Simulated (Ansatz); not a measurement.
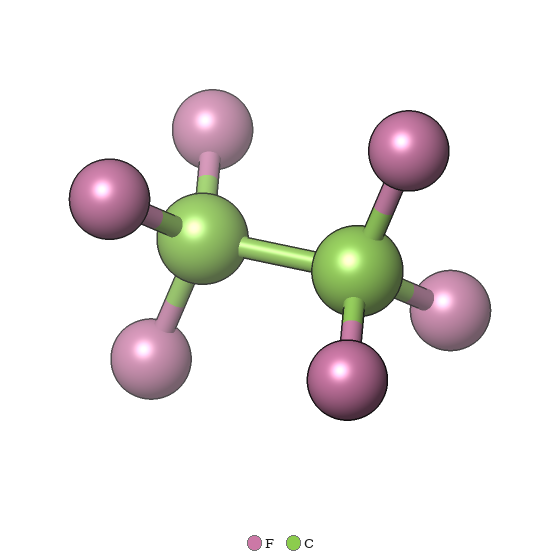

The molecule: C₂F₆, SMILES FC(F)(F)C(F)(F)F.

Kohn-Sham orbital energies near the frontier, CAM-B3LYP/def2-TZVPP, the Ansatz code 0.2.0, at a PBE0-D4/def2-TZVP geometry (a minimum by its frequencies), isolated molecule; empty levels in grey, levels within 0.03 eV side by side.

**Where do the frontier orbitals lie?**

HOMO at −12.94 eV, LUMO at 3.27 eV, 16.22 eV apart.

**Is the HOMO or the LUMO degenerate, or nearly so?**

The HOMO stands alone and the LUMO is one of 2 levels that coincide within 0.005 eV.

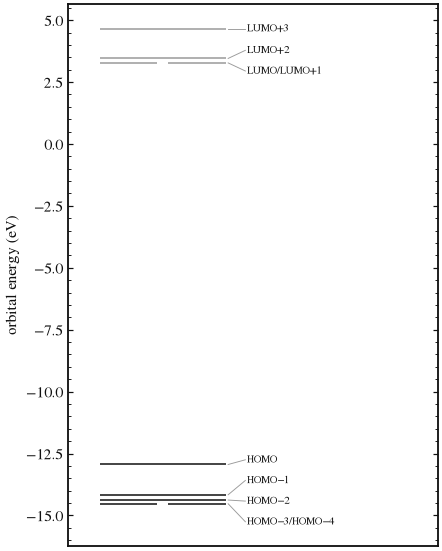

Caveats: empty levels above zero depend strongly on the basis.
